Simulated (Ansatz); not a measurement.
## Geometry relaxation of CH10GeOSi2 (part 2 of 2)

CH10GeOSi2; RHF/def2-SVP (Ansatz 0.2.0). It belongs to a series of runs on one base structure; here: end point A relaxed.

Geometry of the input (Å):
```
O  -2.5513  -0.7169  0.6968
Si -1.7713  -0.4905  -0.8053
Si 0.3361  -1.0902  -0.5582
C  1.2220  -0.1207  0.8528
Ge 1.2964  1.7408  0.3570
H  -2.5527  -1.6260  0.8782
H  -1.8031  0.9207  -1.2243
H  -2.3564  -1.3175  -1.8365
H  1.1153  -0.8295  -1.7475
H  0.4195  -2.5243  -0.2005
H  0.5148  -0.2338  1.7895
H  2.1807  -0.5277  1.0722
H  -0.1697  2.3759  0.1663
H  1.9980  2.5230  1.5266
H  2.0997  1.8661  -0.9381
```

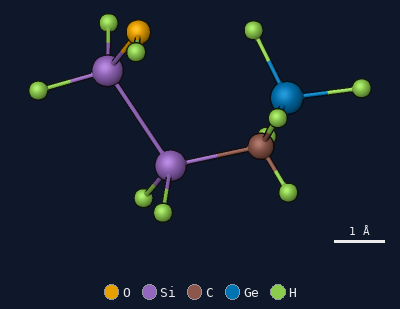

The geometry at step 11 of the log (ball-and-stick view, seen at a tilt).

### Trajectory as extended XYZ, continued
```
15
Properties=species:S:1:pos:R:3:forces:R:3 step=5 energy=-75410.43285
O    -2.7173   -0.7737    0.5858    0.1213   0.0373   0.0059
Si   -1.8731   -0.5836   -0.8367   -0.1704  -0.1342  -0.0128
Si    0.4232   -1.1253   -0.5637   -0.0033   0.0087   0.1657
C     1.2004   -0.0792    0.8142    0.0282  -0.0132  -0.0907
Ge    1.4070    1.8428    0.4332   -0.0006   0.0101   0.0361
H    -2.7986   -1.6133    1.0103    0.0400   0.0234  -0.0971
H    -2.0527    0.8255   -1.2301   -0.0009   0.0573  -0.0125
H    -2.4617   -1.4424   -1.8990    0.0286  -0.0031  -0.0071
H     1.1797   -0.9374   -1.8304   -0.0762   0.0070  -0.0272
H     0.5084   -2.5674   -0.2042    0.0154  -0.0219  -0.0038
H     0.5910   -0.1826    1.7158    0.0001  -0.0011   0.0320
H     2.1897   -0.4847    1.0470   -0.0153   0.0181   0.0140
H     0.0268    2.4905    0.2382    0.0383   0.0078  -0.0054
H     2.1229    2.5445    1.5974   -0.0010  -0.0124  -0.0053
H     2.2325    2.0358   -0.8487   -0.0042   0.0162   0.0082
15
Properties=species:S:1:pos:R:3:forces:R:3 step=6 energy=-75410.43721
O    -2.6896   -0.7871    0.6018    0.0158   0.5152  -0.0493
Si   -1.8824   -0.5918   -0.8326    0.0532  -0.0930  -0.1063
Si    0.4156   -1.1178   -0.5557    0.0039   0.0024   0.0452
C     1.2030   -0.0710    0.8137    0.0111  -0.0069  -0.0439
Ge    1.4245    1.8488    0.4346   -0.0019   0.0069   0.0210
H    -2.8527   -1.6348    0.9616   -0.0621  -0.4790   0.1562
H    -2.0679    0.8160   -1.2330   -0.0187   0.0302  -0.0113
H    -2.4725   -1.4663   -1.8803    0.0048   0.0055  -0.0191
H     1.1492   -0.9229   -1.8341   -0.0196   0.0055  -0.0293
H     0.5213   -2.5602   -0.2026   -0.0038  -0.0189   0.0047
H     0.5943   -0.1690    1.7169    0.0096   0.0005   0.0224
H     2.1895   -0.4834    1.0461   -0.0135   0.0120   0.0098
H     0.0501    2.5035    0.2272    0.0237   0.0173  -0.0052
H     2.1340    2.5456    1.6055   -0.0014  -0.0107  -0.0035
H     2.2616    2.0398   -0.8401   -0.0014   0.0129   0.0086
15
Properties=species:S:1:pos:R:3:forces:R:3 step=7 energy=-75410.44253
O    -2.7009   -0.7880    0.6055   -0.0231  -0.0068   0.0211
Si   -1.8929   -0.6035   -0.8354    0.0140  -0.0219  -0.0043
Si    0.4083   -1.1147   -0.5530   -0.0080  -0.0061   0.0032
C     1.2048   -0.0639    0.8074   -0.0038  -0.0007  -0.0079
Ge    1.4384    1.8567    0.4401    0.0146   0.0173   0.0109
H    -2.8621   -1.6504    0.9546    0.0193   0.0263  -0.0249
H    -2.0905    0.8000   -1.2535   -0.0026  -0.0062   0.0072
H    -2.4745   -1.4907   -1.8773   -0.0009  -0.0054  -0.0012
H     1.1262   -0.9238   -1.8420   -0.0063   0.0022  -0.0040
H     0.5193   -2.5563   -0.1944   -0.0022   0.0001  -0.0009
H     0.6020   -0.1608    1.7156    0.0145   0.0015  -0.0036
H     2.1913   -0.4785    1.0365   -0.0154   0.0060  -0.0003
H     0.0753    2.5311    0.2266   -0.0004   0.0031  -0.0008
H     2.1458    2.5348    1.6229   -0.0017  -0.0048   0.0034
H     2.2876    2.0574   -0.8247    0.0021  -0.0045   0.0019
15
Properties=species:S:1:pos:R:3:forces:R:3 step=8 energy=-75410.44300
O    -2.7098   -0.7882    0.6043   -0.0011  -0.0526  -0.0014
Si   -1.8966   -0.6098   -0.8359   -0.0146   0.0073   0.0147
Si    0.4055   -1.1139   -0.5527   -0.0062  -0.0006   0.0026
C     1.2055   -0.0604    0.8037   -0.0059  -0.0004   0.0013
Ge    1.4439    1.8611    0.4429    0.0081   0.0033   0.0026
H    -2.8656   -1.6522    0.9532    0.0169   0.0563  -0.0229
H    -2.0969    0.7921   -1.2590    0.0016  -0.0095   0.0031
H    -2.4748   -1.5019   -1.8757    0.0023  -0.0053   0.0034
H     1.1182   -0.9238   -1.8451   -0.0060  -0.0005   0.0020
H     0.5180   -2.5551   -0.1924    0.0046   0.0043  -0.0004
H     0.6069   -0.1574    1.7146    0.0045  -0.0007  -0.0032
H     2.1920   -0.4756    1.0305   -0.0052  -0.0002  -0.0031
H     0.0838    2.5411    0.2279    0.0003   0.0015  -0.0019
H     2.1497    2.5313    1.6313   -0.0010  -0.0033   0.0006
H     2.2981    2.0620   -0.8185    0.0017   0.0004   0.0025
15
Properties=species:S:1:pos:R:3:forces:R:3 step=9 energy=-75410.44346
O    -2.7153   -0.7856    0.6021    0.0046   0.0011  -0.0095
Si   -1.9033   -0.6139   -0.8388   -0.0036  -0.0119   0.0007
Si    0.4001   -1.1110   -0.5562    0.0045   0.0148  -0.0082
C     1.1987   -0.0590    0.8019    0.0005  -0.0021   0.0057
Ge    1.4492    1.8617    0.4456   -0.0011   0.0011   0.0023
H    -2.8372   -1.6457    0.9709   -0.0021  -0.0031   0.0068
H    -2.1090    0.7839   -1.2702    0.0008   0.0017  -0.0011
H    -2.4764   -1.5161   -1.8730   -0.0009   0.0019   0.0033
H     1.1093   -0.9145   -1.8495   -0.0031   0.0004   0.0003
H     0.5225   -2.5521   -0.2004   -0.0048  -0.0038   0.0031
H     0.5983   -0.1549    1.7117    0.0033   0.0012  -0.0034
H     2.1831   -0.4782    1.0304   -0.0016  -0.0021   0.0005
H     0.0948    2.5492    0.2180    0.0002   0.0006  -0.0016
H     2.1460    2.5250    1.6429   -0.0002   0.0006   0.0010
H     2.3171    2.0606   -0.8064    0.0035  -0.0005   0.0001
15
Properties=species:S:1:pos:R:3:forces:R:3 step=10 energy=-75410.44360
O    -2.7163   -0.7857    0.6023   -0.0042  -0.0103   0.0045
Si   -1.9083   -0.6185   -0.8408    0.0120   0.0014  -0.0055
Si    0.3969   -1.1072   -0.5592   -0.0024   0.0062  -0.0146
C     1.1958   -0.0577    0.8005   -0.0014   0.0007   0.0071
Ge    1.4537    1.8626    0.4479    0.0005   0.0023  -0.0012
H    -2.8214   -1.6437    0.9811   -0.0060   0.0031   0.0079
H    -2.1169    0.7771   -1.2775   -0.0060   0.0049  -0.0032
H    -2.4808   -1.5263   -1.8703    0.0015   0.0024   0.0035
H     1.1029   -0.9072   -1.8537    0.0024  -0.0015   0.0028
H     0.5208   -2.5486   -0.2054    0.0017  -0.0056   0.0017
H     0.5939   -0.1526    1.7094    0.0007  -0.0003  -0.0032
H     2.1784   -0.4805    1.0304   -0.0001  -0.0008   0.0001
H     0.1034    2.5543    0.2079    0.0020  -0.0018  -0.0014
H     2.1413    2.5233    1.6520   -0.0017   0.0001   0.0012
H     2.3346    2.0601   -0.7954    0.0010  -0.0008   0.0003
15
Properties=species:S:1:pos:R:3:forces:R:3 step=11 energy=-75410.44367
O    -2.7174   -0.7863    0.6034   -0.0024  -0.0243   0.0172
Si   -1.9117   -0.6195   -0.8408    0.0074  -0.0012  -0.0172
Si    0.3948   -1.1039   -0.5628    0.0020   0.0062  -0.0065
C     1.1933   -0.0571    0.7992    0.0027   0.0014   0.0073
Ge    1.4578    1.8628    0.4490   -0.0017  -0.0002  -0.0038
H    -2.8087   -1.6427    0.9902   -0.0059   0.0185   0.0001
H    -2.1282    0.7735   -1.2819   -0.0001   0.0035   0.0017
H    -2.4813   -1.5324   -1.8673   -0.0010   0.0006   0.0011
H     1.1007   -0.9019   -1.8569   -0.0002   0.0000   0.0014
H     0.5207   -2.5458   -0.2106   -0.0013  -0.0038  -0.0006
H     0.5889   -0.1509    1.7065   -0.0002  -0.0005  -0.0020
H     2.1740   -0.4831    1.0313   -0.0004   0.0009   0.0005
H     0.1104    2.5560    0.1966    0.0034  -0.0007  -0.0011
H     2.1351    2.5224    1.6597   -0.0019  -0.0002  -0.0023
H     2.3498    2.0583   -0.7868   -0.0002   0.0000   0.0043
15
Properties=species:S:1:pos:R:3:forces:R:3 step=12 energy=-75410.44375
O    -2.7159   -0.7876    0.6059    0.0006  -0.0230   0.0145
Si   -1.9134   -0.6208   -0.8403    0.0053   0.0059  -0.0107
Si    0.3943   -1.1017   -0.5655    0.0013  -0.0046  -0.0021
C     1.1919   -0.0569    0.7988    0.0011   0.0001   0.0021
Ge    1.4598    1.8626    0.4487    0.0008   0.0033  -0.0009
H    -2.8042   -1.6431    0.9955   -0.0045   0.0185  -0.0034
H    -2.1326    0.7722   -1.2810   -0.0008  -0.0004   0.0013
H    -2.4841   -1.5349   -1.8649   -0.0003   0.0002  -0.0001
H     1.1006   -0.8979   -1.8590   -0.0014   0.0022  -0.0006
H     0.5207   -2.5444   -0.2158    0.0004  -0.0006  -0.0003
H     0.5848   -0.1501    1.7043   -0.0001   0.0011  -0.0006
H     2.1712   -0.4846    1.0331   -0.0014   0.0020  -0.0001
H     0.1148    2.5565    0.1856    0.0035  -0.0018  -0.0014
H     2.1284    2.5231    1.6638   -0.0024  -0.0006  -0.0023
H     2.3616    2.0570   -0.7803   -0.0021  -0.0022   0.0047
15
Properties=species:S:1:pos:R:3:forces:R:3 step=13 energy=-75410.44388
O    -2.7067   -0.7928    0.6163    0.0033  -0.0004  -0.0040
Si   -1.9174   -0.6232   -0.8378   -0.0063   0.0091   0.0275
Si    0.3934   -1.0962   -0.5738   -0.0071  -0.0126   0.0021
C     1.1866   -0.0564    0.7974   -0.0005  -0.0040  -0.0039
Ge    1.4665    1.8615    0.4479    0.0063   0.0096  -0.0105
H    -2.7913   -1.6461    1.0107    0.0013   0.0056  -0.0108
H    -2.1479    0.7694   -1.2758    0.0052  -0.0137   0.0016
H    -2.4930   -1.5402   -1.8567   -0.0003  -0.0012  -0.0052
H     1.0956   -0.8809   -1.8674    0.0060   0.0005  -0.0023
H     0.5247   -2.5414   -0.2333    0.0021   0.0145  -0.0044
H     0.5707   -0.1466    1.6972    0.0004   0.0004   0.0023
H     2.1618   -0.4890    1.0402   -0.0052   0.0049  -0.0006
H     0.1298    2.5561    0.1433    0.0148  -0.0057   0.0032
H     2.1026    2.5274    1.6782   -0.0083  -0.0060  -0.0118
H     2.4028    2.0477   -0.7573   -0.0118  -0.0012   0.0168
15
Properties=species:S:1:pos:R:3:forces:R:3 step=14 energy=-75410.44395
O    -2.7068   -0.7946    0.6208    0.0152   0.0057  -0.0141
Si   -1.9174   -0.6247   -0.8334   -0.0099   0.0113   0.0143
Si    0.3944   -1.0958   -0.5769   -0.0030  -0.0170   0.0187
C     1.1849   -0.0564    0.7962    0.0023  -0.0033  -0.0055
Ge    1.4674    1.8610    0.4459    0.0044   0.0149  -0.0047
H    -2.7978   -1.6483    1.0126    0.0024  -0.0020  -0.0088
H    -2.1447    0.7689   -1.2691   -0.0016  -0.0085   0.0012
H    -2.4950   -1.5388   -1.8538   -0.0023  -0.0017  -0.0005
H     1.0974   -0.8768   -1.8695   -0.0040   0.0024  -0.0040
H     0.5292   -2.5411   -0.2392    0.0032   0.0102  -0.0039
H     0.5667   -0.1458    1.6945    0.0009   0.0014   0.0011
H     2.1594   -0.4890    1.0417   -0.0040   0.0038   0.0001
H     0.1334    2.5565    0.1315    0.0138  -0.0079   0.0012
H     2.0944    2.5284    1.6799   -0.0056  -0.0057  -0.0097
H     2.4126    2.0462   -0.7524   -0.0119  -0.0035   0.0147
15
Properties=species:S:1:pos:R:3:forces:R:3 step=15 energy=-75410.44402
O    -2.7054   -0.7955    0.6223    0.0073   0.0031  -0.0069
Si   -1.9178   -0.6247   -0.8325   -0.0083   0.0003   0.0132
Si    0.3938   -1.0962   -0.5764    0.0052  -0.0083   0.0068
C     1.1840   -0.0563    0.7965    0.0012  -0.0019  -0.0046
Ge    1.4681    1.8605    0.4450    0.0020   0.0137  -0.0006
H    -2.7986   -1.6502    1.0116    0.0022   0.0003  -0.0083
H    -2.1450    0.7689   -1.2673   -0.0004  -0.0025   0.0001
H    -2.4971   -1.5377   -1.8531   -0.0001  -0.0010   0.0007
H     1.0948   -0.8745   -1.8699   -0.0019   0.0026  -0.0028
H     0.5333   -2.5412   -0.2409   -0.0031   0.0048  -0.0013
H     0.5656   -0.1449    1.6947    0.0010   0.0022  -0.0001
H     2.1583   -0.4889    1.0428   -0.0026   0.0013  -0.0002
H     0.1358    2.5565    0.1260    0.0089  -0.0065   0.0001
H     2.0913    2.5284    1.6803   -0.0032  -0.0032  -0.0057
H     2.4169    2.0452   -0.7501   -0.0081  -0.0050   0.0096
15
Properties=species:S:1:pos:R:3:forces:R:3 step=16 energy=-75410.44408
O    -2.7025   -0.7987    0.6265   -0.0023  -0.0002   0.0043
Si   -1.9188   -0.6254   -0.8297   -0.0016  -0.0077   0.0056
Si    0.3935   -1.0949   -0.5778    0.0023   0.0060  -0.0047
C     1.1825   -0.0555    0.7961    0.0002  -0.0016   0.0041
Ge    1.4706    1.8606    0.4442   -0.0015   0.0009  -0.0068
H    -2.7994   -1.6549    1.0116    0.0024   0.0030  -0.0078
H    -2.1472    0.7683   -1.2625   -0.0020   0.0046  -0.0011
H    -2.5004   -1.5374   -1.8501    0.0013  -0.0003   0.0016
H     1.0909   -0.8676   -1.8724    0.0007  -0.0006   0.0015
H     0.5366   -2.5401   -0.2466   -0.0013  -0.0019   0.0013
H     0.5620   -0.1421    1.6932    0.0003  -0.0013  -0.0015
H     2.1555   -0.4890    1.0452   -0.0001  -0.0010   0.0003
H     0.1419    2.5557    0.1102    0.0048  -0.0007   0.0022
H     2.0828    2.5304    1.6837   -0.0023  -0.0003  -0.0031
H     2.4300    2.0399   -0.7427   -0.0009   0.0012   0.0043
```

### Summary

```tsv
quantity	value
outcome	converged
total energy	−75410.4441 eV
mean-field energy	−75410.4441 eV
largest force (length of the vector) at the end	0.010 eV/Å
hardware	2 threads of Intel Xeon (Granite Rapids), 16 GiB of memory available, shared host
wall time	34 s (CPU time 64 s)
peak memory	0.46 GiB
```
